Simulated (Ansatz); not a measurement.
# BCl2F···H2: what the fields show

The calculation's input:

```
crystal:
  periodic: [false, false, false]
  atoms:
    - {symbol: B, position_ang: [-0.503982, -0.846226, 0.273443]}
    - {symbol: H, position_ang: [0.988219, 1.717641, -0.732083]}
    - {symbol: Cl, position_ang: [0.469443, -1.857103, -0.753351]}
    - {symbol: Cl, position_ang: [-2.030669, -0.209690, -0.263007]}
    - {symbol: H, position_ang: [1.158344, 1.759795, -0.006375]}
    - {symbol: F, position_ang: [-0.081357, -0.564416, 1.481474]}
basis:
  gaussian: {orbitals: def2-TZVPP}
hamiltonian: {xc: pbe0, dispersion: d4}
output: {orbitals: {seedname: orbitals}}
```

Command:

```sh
ansatz run in.yaml --threads 2 --pin off --events-out ev --progress --plain --max-ram 4352MiB
```

The product side of a reaction path; geometry: PBE0-D4/def2-TZVP.

These are results of RKS PBE0-D4/def2-TZVPP in Ansatz 0.2.0, not measurements.

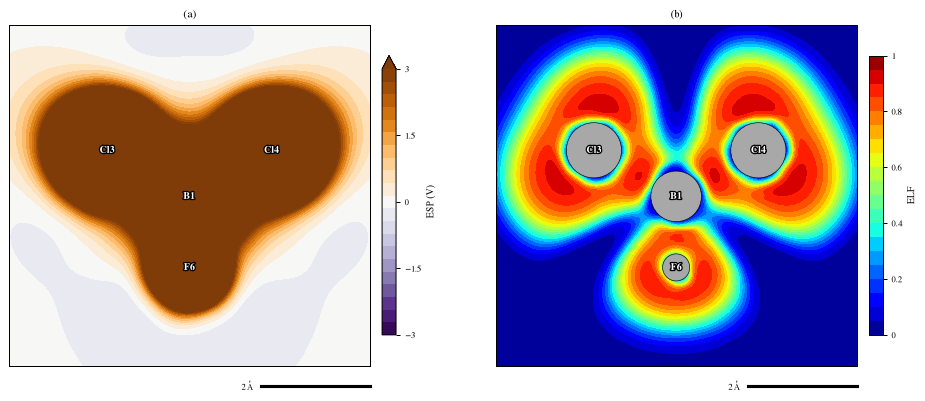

Figure 1. (a) molecular electrostatic potential; (b) electron localisation function on the plane of atoms Cl3, B1 and F6. Grey discs cover the atomic cores in the ELF map.

Question: What does the map show?

Answer: Atoms in the plane: B, Cl and F.
B–F (1.31 Å): the ELF peaks at about 0.85 between the atoms: a shared but strongly polarised pair.
B–Cl (1.74 Å): the ELF peaks at about 0.90 between the atoms (a polar covalent bond).
The ELF also peaks beside F6, Cl3 and Cl4, away from the bonds: lone-pair regions.
Outside the dense part of the complex the potential is most negative (−0.4 V) near F6.

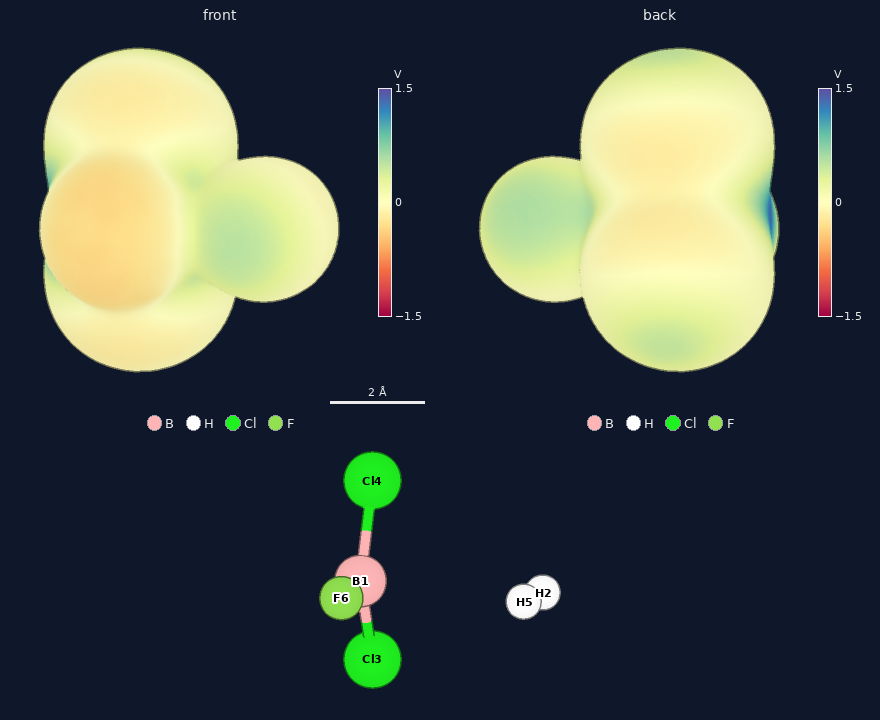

Figure 2. The molecular electrostatic potential painted on the density surface at 0.001 e/bohr³, seen from the front and from behind; red is negative and blue positive. The bare structure is drawn below in the same view.

Question: Describe the electrostatic potential map.

Answer: The most negative region (about −0.3 V) lies over F6, the most positive (about +1.2 V) over B1. Cl3 shows a σ-hole: about +0.5 V at the tip opposite its bond, against about −0.1 V on its flanks. Cl4 shows a σ-hole: about +0.5 V at the tip opposite its bond, against about −0.1 V on its flanks.

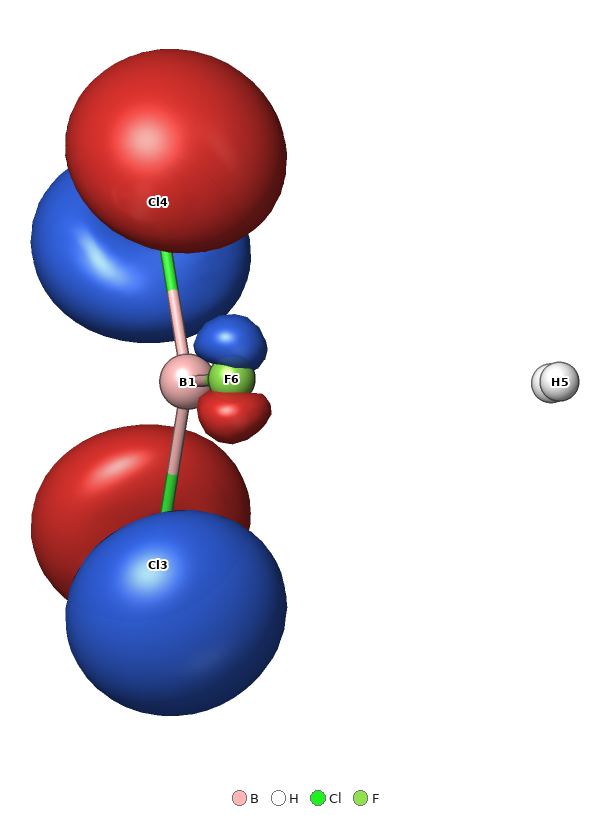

Figure 3. The HOMO at ±0.15 Å⁻³ᐟ² (red and blue are the two phases), seen across its widest extent.

Question: What is the character of this orbital?

Answer: Its weight (Hirshfeld) is mainly on Cl4 (about 45 %) and Cl3 (about 45 %); largely a combination of lone pairs on Cl4 and Cl3. Its energy is −9.41 eV.
